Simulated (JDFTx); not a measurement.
| Quantity | Result |
|---|---|
| surface | TiB2(1 0 -1 0), B outermost, slab composition Ti3B8 |
| bulk | TiB2, P6/mmm, lattice of mp-1145 (not re-optimised) |
| slab | 11 atoms in 11 planes, 1x1, 8.3 Å between the outermost planes |
| in-plane cell | 3.026 × 3.229 Å, 9.77 Å² |
| cell height | 24.7 Å |
| sampling | 8×6×1 k mesh, Fermi smearing 0.01 Ha, no spin polarisation |

Whether this polymorph is the ambient one wasn't checked. Neither spin polarisation nor a larger cell was tried.

All numbers are PBE, GBRV ultrasoft potentials, plane waves to 20/100 Ha results from a modified build of JDFTx, not measurements. Liquid on both sides: CANDLE, water, 1 M NaF; nuclei fixed. SHE scale: U = −μ/e − 4.44 V, by convention.

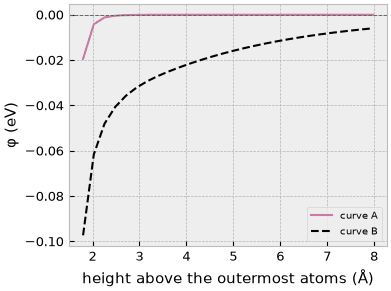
Figure: Plane-averaged electrostatic potential energy of an electron for two states of the electrode

**Question.** One curve is the neutral slab. Which, and what is the sign of the other's charge?

**Answer.** Curve A is neutral (potential of zero charge, 0.05 V). Curve B is positively charged, 8.4 μC/cm² at 0.75 V.
